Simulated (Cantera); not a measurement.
Charge: 1 mol SiH4, a varied amount of NO, 8.3 mol N2, held at 673.15 K and 38.3 Torr.

Equilibrium computed with Cantera from the NASA thermochemical tables; the gas is ideal and each condensed phase is pure. Candidate condensed phases: H2O, Si, SiO2, Si2N2O, Si3N4; 35 gas species. The numbers say what is thermodynamically allowed, not how fast it happens.

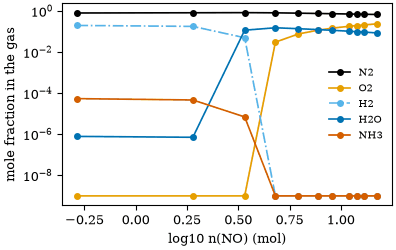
Figure. Equilibrium gas composition (values under 1e-9 drawn at 1e-9)

Problem. Read off the mole fractions at 12 mol NO.

Solution. N2 about 0.70, O2 about 0.20, H2O about 0.099.
